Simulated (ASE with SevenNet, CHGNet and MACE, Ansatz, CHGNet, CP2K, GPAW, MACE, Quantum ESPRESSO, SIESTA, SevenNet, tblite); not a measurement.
# Machine-learned potentials runs on C(110) slab, H on the bottom face, stepped (108 atoms)

How do the settings of machine-learned potentials change the result for C(110) slab, H on the bottom face, stepped (108 atoms)? A plane-wave run serves as the yardstick.

Program: ASE with SevenNet, CHGNet and MACE. Level of theory: the method is named at each step. Results are calculated unless marked as measured.

### Step 1. The structure

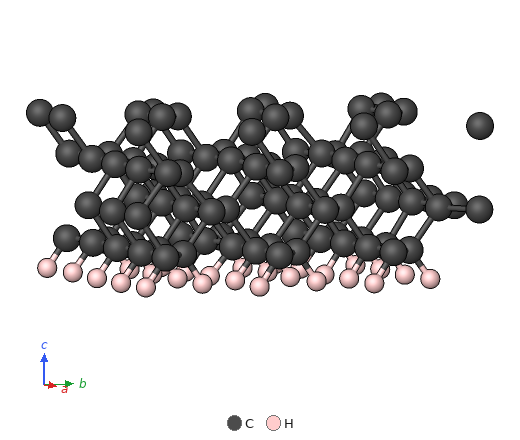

Start, viewed from the side, with the c axis up; carbon dark grey, hydrogen pink. Bonds to atoms that aren't drawn are left out. Some periodic images of atoms are drawn too.

The cell holds 108 atoms: 84 C and 24 H. Cell: a = 10.089 Å, b = 10.701 Å, c = 14.673 Å, α = 90.0°, β = 90.0°, γ = 90.0°. It derives from C (diamond-structure). Diamond-structure C (a = 3.567 Å), (110) slab of 4 atomic planes, 4 x 3 surface cells, H on the broken bonds of the bottom face, 10 Å of vacuum; the top repeat layer removed from part of the cell (two steps); displaced by a Gaussian of 0.02 Å. Then every atom was moved at random, 0.03 Å r.m.s. a Cartesian component (hydrogen 0.6 of that). Regions: slab, 84 atoms (84 C); hydrogen, 24 atoms (24 H). Vacuum lies along c.

The yardstick, on the same geometry:

```
method                 : Kohn-Sham DFT, PBE, PAW, plane waves (Ansatz 0.2.0); cutoff 420 eV, Γ point, fermi-dirac smearing of 0.05 eV; PAW set soft_2
r.m.s. force component : 1.588 eV/Å
longest force          : 6.015 eV/Å
SCF cycles             : 14
time                   : 12 s on 8 threads of Arm Neoverse V2, shared host
CPU time               : 84 s
```

### Step 2. SevenNet l3i5 potential

Method: machine-learned interatomic potential SevenNet l3i5, trained on PBE(+U) plane-wave data.

File run.py:

```python
import numpy as np
from ase.io import read
import mlip  # loads the published weights by name

atoms = read("structure.xyz")
atoms.calc = mlip.calc("7net-l3i5")
energy = atoms.get_potential_energy()
forces = atoms.get_forces()
print(f"energy {energy:.6f} eV")
print("forces (eV/A)")
for i, (a, f) in enumerate(zip(atoms, forces)):
    print(f"{i:4d} {a.symbol:2s} {f[0]:10.5f} {f[1]:10.5f} {f[2]:10.5f}")
```

File structure.xyz:

```xyz
108
Lattice="10.08900 0.00000 0.00000 0.00000 10.70100 0.00000 0.00000 0.00000 14.67336" Properties=species:S:1:pos:R:3 pbc="T T T"
C 8.79720 1.82891 5.90412
C 0.00666 0.87235 5.88475
C 10.04834 0.02301 7.15370
C 8.83110 2.70596 7.15884
C 8.80487 1.72661 8.33315
C 0.01645 0.94640 8.42383
C 10.08718 0.03371 9.66387
C 1.24882 1.76609 5.87756
C 2.52548 0.91825 5.89179
C 2.53244 10.64386 7.16500
C 1.20876 2.68809 7.14754
C 1.26980 1.81446 8.44555
C 2.46383 0.90969 8.41004
C 2.49309 10.67243 9.65316
C 1.26839 2.72950 9.64524
C 8.84947 5.36869 5.91014
C 0.01069 4.44413 5.89238
C 0.05105 3.58387 7.18437
C 8.81022 6.26779 7.15062
C 8.77844 5.35093 8.42207
C 10.05682 4.46531 8.37174
C 10.07790 3.58815 9.61311
C 3.80597 1.77562 5.88402
C 5.02916 0.89995 5.88211
C 5.03310 0.01295 7.18246
C 3.75291 2.70949 7.13521
C 3.77873 1.79830 8.40387
C 5.01686 0.84934 8.39815
C 3.76975 2.69965 9.70848
C 1.24962 5.32696 5.92217
C 2.50631 4.42208 5.88431
C 2.49874 3.60014 7.15458
C 1.25870 6.28438 7.13786
C 1.33064 5.39630 8.44936
C 2.52921 4.46692 8.38494
C 2.53426 3.57959 9.64098
C 1.26022 6.25420 9.67928
C 8.81214 8.91832 5.89898
C 10.06388 8.02896 5.91923
C 0.04177 7.13650 7.14226
C 8.83928 9.82095 7.16265
C 8.82061 8.92870 8.34767
C 10.06398 8.05946 8.34958
C 10.07286 7.09904 9.71729
C 6.31339 1.80590 5.87653
C 7.56403 0.88872 5.88504
C 7.55242 0.00364 7.13786
C 6.31703 2.66498 7.11130
C 6.32923 1.74298 8.39023
C 7.56322 0.81927 8.38260
C 3.77752 5.37704 5.89737
C 5.07103 4.52139 5.86656
C 5.02452 3.56557 7.14167
C 3.84209 6.28256 7.13698
C 3.83271 5.36120 8.45171
C 5.02281 4.48040 8.44745
[... 48 atom lines left out ...]
H 3.76925 9.54272 5.02137
H 5.02856 7.40766 4.96752
H 6.28898 9.54016 5.00083
H 7.57008 7.40338 4.99643
```

On the command line:

```bash
OMP_NUM_THREADS=1 python run.py > output.txt
```

The log of the run:

```text
energy -808.001221 eV
forces (eV/A)
   0 C     1.16645   -2.34929    0.20179
   1 C    -1.00928    1.62381    0.80977
   2 C     2.40576   -1.06613   -0.03006
   3 C     0.25331    0.15357    0.70060
   4 C    -0.27883   -1.96366   -0.47060
   5 C    -1.86716   -0.01066    0.53505
   6 C     2.43003   -2.00481   -1.13889
   7 C    -0.00338    0.98850    0.79089
   8 C     0.01621   -0.82851    1.11583
   9 C    -0.88606    2.40071   -0.44047
  10 C     2.75751   -0.36540    0.51614
  11 C    -0.73684   -0.87865   -0.07669
  12 C     1.96426    0.06729    1.20865
  13 C    -0.34103   -2.64305   -0.51137
  14 C    -0.17673    2.70369   -0.51226
  15 C    -0.95214   -0.94713   -0.15985
  16 C    -0.56210    0.64247    0.08802
  17 C    -3.06528   -0.94700   -2.04226
  18 C     1.02437    0.41345    0.95614
  19 C     1.06473   -2.08039   -2.23840
  20 C     0.53921    3.07499    2.41418
  21 C     2.35576   -1.41246   -0.71567
  22 C    -1.08557    0.60442    1.04315
  23 C     0.97911    0.59613    1.29442
[...]
100 H    -0.13025   -0.34631    0.01519
 101 H     0.18712    0.13955   -0.56176
 102 H     0.07866   -0.16889   -0.27213
 103 H     0.18056    0.27627   -0.71535
 104 H     0.03070    0.45053   -0.80935
 105 H    -0.08939    0.48407    0.21098
 106 H     0.14317    0.46032   -1.24229
 107 H     0.00089    0.16344   -0.35270
```

The job ended after 14 s (1 thread of Arm Neoverse V2, shared host; peak memory 2.4 GiB).

Banners, paths, timers and routine set-up lines are dropped from the logs unmarked, and long logs keep their key lines alone; longer cuts are marked.

Against the reference:

```
r.m.s. force component                  : 1.446 eV/Å
r.m.s. difference of force components   : 646.5 meV/Å
longest difference of force vectors     : 3243 meV/Å
force difference over r.m.s. force      : 40.71 %
slope of forces against the reference's : 0.8317
correlation of force components         : 0.9134
```

Length of the force difference by element (eV/Å):

```
element  atoms  mean  most
      C     84   1.1   3.2
      H     24  0.25  0.35
```

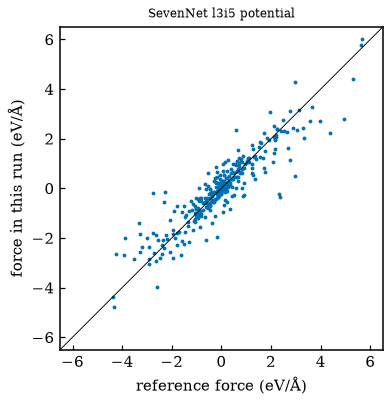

Force components against those of the reference; the line marks equality.

Local excerpt of 11 atoms (numbers count through the whole input) about C84, which bears the longest force among the free atoms; x, y, z are measured from there.

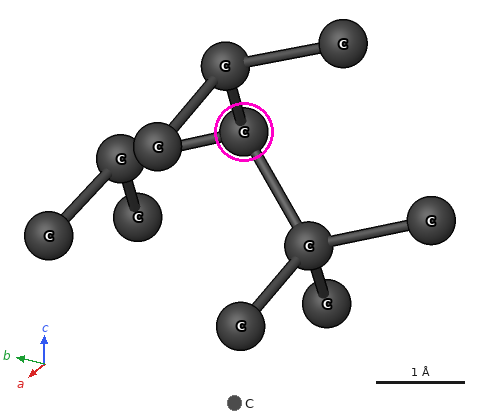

The atoms of the table, within 2.6 Å (arrows a, b, c point along x, y, z); some may hide others; the central atom is ringed.

```
atom      x      y      z  distance (Å)  bonds     Fx     Fy  Fz (eV/Å)
 C84   0.00   0.00   0.00          0.00      3  -1.29   6.03      -1.11
 C81  -0.07  -0.82  -1.28          1.52      4   0.30  -2.81       1.83
 C42   1.19   0.96  -0.06          1.53      3   0.02  -4.00      -0.26
 C83  -1.34   0.94   0.03          1.64      3   0.01  -4.77      -1.18
 C19   1.18  -1.70  -1.26          2.42      4   1.02   0.41       0.96
 C43   2.43   0.09  -0.06          2.44      4   0.19   0.39       2.26
 C80  -0.05   0.02  -2.49          2.50      4  -0.93   2.73      -0.96
 C69  -1.33  -1.73  -1.28          2.53      4  -0.81   2.04       1.26
 C41   1.21   1.85  -1.25          2.54      4  -1.74   1.08      -0.22
 C82  -1.38   1.81  -1.22          2.59      4   1.97   2.50      -0.21
 C77  -2.62   0.09  -0.03          2.62      3   1.05   2.35      -0.32
```

Atoms are counted from 1 here, from 0 in the log.

Forces lie 41 % from the reference's, at 0.16 times its CPU time (on 1 against 8 cores).

The difference per atom is largest on C (1.1 eV/Å on average, against 0.25 on H).

### Step 3. CHGNet 0.3.0 potential

Method: machine-learned interatomic potential CHGNet 0.3.0, trained on PBE(+U) plane-wave data.

run.py: that of step 2 with these lines changed.

```diff
@@ -5,3 +5,3 @@
 atoms = read("structure.xyz")
-atoms.calc = mlip.calc("7net-l3i5")
+atoms.calc = mlip.calc("chgnet-0.3.0")
 energy = atoms.get_potential_energy()
```

structure.xyz is that of step 2.

The log of the run:

```text
CHGNet v0.3.0 initialized with 412,525 parameters
CHGNet will run on cpu
energy -813.134094 eV
forces (eV/A)
   0 C     1.12332   -2.26059    0.18051
   1 C    -1.04408    2.08561    1.08017
   2 C     1.56581   -0.20785   -0.19042
   3 C     0.15144   -1.04537    0.72220
   4 C    -0.17497   -1.59199   -0.07507
   5 C    -1.68500   -0.54929    0.94933
   6 C     2.63102   -2.49688   -1.04229
   7 C     0.08411    0.28490    0.59174
   8 C     0.06286    0.20690    1.23331
   9 C    -0.48184    2.18578   -0.75687
  10 C     1.77559   -0.65087    0.12412
  11 C    -0.54520    0.30058    0.37802
  12 C     1.57362   -0.82330    1.51139
  13 C     0.29822   -3.24706   -1.06126
  14 C    -0.50968    2.96556   -0.93439
  15 C    -0.63980   -0.92112   -0.35755
  16 C    -0.38161    0.95464    0.34699
  17 C    -2.25913   -0.22681   -1.84128
  18 C     0.72983   -0.68676    1.19138
  19 C     0.50534   -1.95801   -1.78683
  20 C     0.27780    2.02541    2.61705
  21 C     2.39203   -1.72149   -0.69133
  22 C    -1.10007   -0.34876    1.04816
  23 C     0.91141    0.80397    0.95640
[...]
100 H    -0.07323   -0.00736   -0.20527
 101 H     0.17119   -0.21905   -0.68586
 102 H    -0.01093   -0.02645   -0.19235
 103 H     0.17836    0.01642   -0.63856
 104 H    -0.06571    0.64031   -1.06172
 105 H    -0.08321    0.31154    0.24796
 106 H     0.10310    0.66839   -1.24443
 107 H     0.03347    0.02440   -0.27515
```

Run time: 8.1 s. Hardware: 1 thread; peak memory 4.8 GiB.

Numbers from this run, and their distance from the reference:

```
r.m.s. force component                  : 1.322 eV/Å
r.m.s. difference of force components   : 603.1 meV/Å
longest difference of force vectors     : 2460 meV/Å
force difference over r.m.s. force      : 37.97 %
slope of forces against the reference's : 0.7743
correlation of force components         : 0.9303
```

Against the first run (41 %), the force difference from the reference is 38 %, at 0.59 times the CPU time.

The difference per atom is largest on C (1.0 eV/Å on average, against 0.14 on H).

### Step 4. MACE MPA-0 medium potential

Method: machine-learned interatomic potential MACE MPA-0 medium, trained on PBE(+U) plane-wave data.

run.py: that of step 3 with these lines changed.

```diff
@@ -5,3 +5,3 @@
 atoms = read("structure.xyz")
-atoms.calc = mlip.calc("chgnet-0.3.0")
+atoms.calc = mlip.calc("mace-mpa-0-medium")
 energy = atoms.get_potential_energy()
```

structure.xyz is that of step 3.

The log of the run:

```text
energy -808.893823 eV
forces (eV/A)
   0 C     1.11244   -1.89816   -0.09859
   1 C    -0.68120    1.70344    1.08861
   2 C     1.48975   -0.85257   -0.46134
   3 C    -0.12429   -0.44510    0.52390
   4 C     0.00782   -1.22940   -0.29340
   5 C    -1.41462   -0.11495    1.19571
   6 C     1.80983   -2.36974   -1.09247
   7 C     0.07866    0.48860    0.91752
   8 C    -0.00476   -0.16955    1.11219
   9 C    -0.59817    1.79028   -0.95336
  10 C     1.62218   -0.03601    0.02098
  11 C    -0.57918   -1.02988   -0.47162
  12 C     1.61518    0.19367    0.96599
  13 C     0.94866   -2.94719   -0.53400
  14 C    -1.38204    2.97325   -0.36968
  15 C    -0.61546   -0.72860   -0.33012
  16 C    -0.24681    0.95518    0.36612
  17 C    -2.06736   -0.65674   -1.81524
  18 C     0.60459   -0.06799    0.68835
  19 C     0.76464   -1.43397   -1.53511
  20 C     0.23374    1.53696    2.57304
  21 C     1.92040   -1.71137   -0.69982
  22 C    -1.09692    0.08014    1.07979
  23 C     0.65819    0.63229    0.75899
[...]
100 H    -0.06743   -0.11469   -0.08111
 101 H     0.18106   -0.08879   -0.53110
 102 H     0.06237   -0.00430   -0.13679
 103 H     0.22808    0.13554   -0.50271
 104 H    -0.04880    0.43609   -0.93128
 105 H    -0.12472    0.32706    0.35762
 106 H     0.09266    0.48257   -1.03784
 107 H     0.02103    0.06150   -0.20547
```

Elapsed: 9.3 s, on 1 thread; peak memory 1.4 GiB.

Against the reference:

| Property | Result |
| --- | --- |
| r.m.s. force component | 1.184 eV/Å |
| r.m.s. difference of force components | 546 meV/Å |
| longest difference of force vectors | 2319 meV/Å |
| force difference over r.m.s. force | 34.38 % |
| slope of forces against the reference's | 0.7187 |
| correlation of force components | 0.9642 |

Against the first run (41 %), the force difference from the reference is 34 %, at 0.68 times the CPU time.

The difference per atom is largest on C (0.97 eV/Å on average, against 0.10 on H).

### Step 5. All runs compared

Differences are against the plane-wave reference, forces as r.m.s. over components; share is that over the reference's r.m.s. force, slope the least-squares factor from reference forces to these. Total energies of different programs have different zeros and aren't compared.

```
                        run  Δ force, r.m.s. (meV/Å)  share (%)  slope  cores  CPU time  memory (GiB)
                  reference                        -          -      -      8      84 s           1.6
    SevenNet l3i5 potential                      646       40.7  0.832      1      14 s           2.4
     CHGNet 0.3.0 potential                      603       38.0  0.774      1     8.1 s           4.8
MACE MPA-0 medium potential                      546       34.4  0.719      1     9.3 s           1.4
```

Times of the machine-learned potentials are mostly Python's start and the loading of weights.

CPU time is summed over cores on a shared host, where runs went side by side, so it is rough. Symmetry, cutoffs, thresholds, outputs and thread counts weren't matched or tuned between programs; memory under MPI is the largest rank's times the ranks.

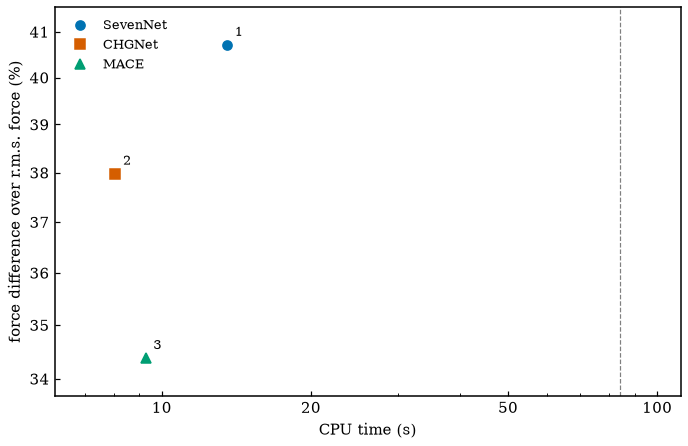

Force difference against CPU time; the dashed line marks the reference's time. Points: 1 SevenNet l3i5 potential; 2 CHGNet 0.3.0 potential; 3 MACE MPA-0 medium potential.

### Step 6. Outcome

```
nearest in forces : MACE MPA-0 medium potential, 34 %
its CPU time      : 9.3 s
```

Machine-learned potentials differ by 34 % (MACE MPA-0 medium potential) to 41 % (SevenNet l3i5 potential); they were trained on other programs' data. Among those trained on PBE data the slope goes as low as 0.72, which softening far from their training structures can give, though the reference's k-sampling is untested too. Machine-learned potentials mimic data converged in k, so the reference's own k-point error enters their differences. The runs have no spin polarisation, so any moments at edges, vacancies or dangling bonds can't form. The electronic-structure runs sample only Γ, in a cell whose shortest periodic width is 10 Å, which is coarse for a cell with partly filled levels.

[Also dropped from logs without a mark: logging warnings of Python, and SIESTA's first energy breakdown and zero terms.]

[Logs are printed without paths, hosts, clocks, repeated set-up lines and the standing remarks that a program may print on its own settings, such as how far it seeks lower states.]

[Hosts, paths, dates, database ids (printed as entryN), source tags and the programs' standing remarks are cut or masked in the printed files.]
